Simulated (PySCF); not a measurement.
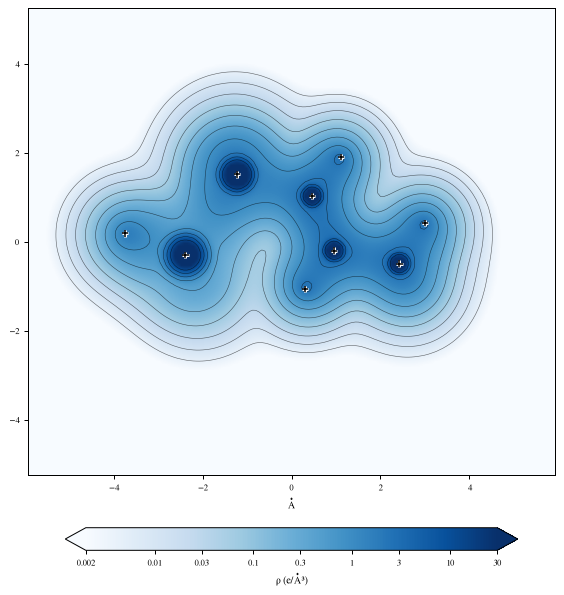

The electron density on a plane through atoms (crosses mark nuclei in the plane).

The calculation used PBE0/pcSseg-1, SCF density, gas phase, non-relativistic (PySCF 2.14.0).

Candidates:
A. C3H10OSSi2 (SMILES C/C=C/S[SiH2]O[SiH3])
B. C7H13NSi (SMILES [H]/N=C\C(C)(C)[SiH2]C#CC)
C. C5H13BCl2N2

Which candidate gave the map?

Answer. Candidate A: C3H10OSSi2 on the plane of atoms C3, C2 and H11, which holds C, S, Si and H. C–C (1.32 Å): ρ is about 2.3 e/Å³ halfway. C–S (1.76 Å): the density is about 1.3 e/Å³ at the midpoint.
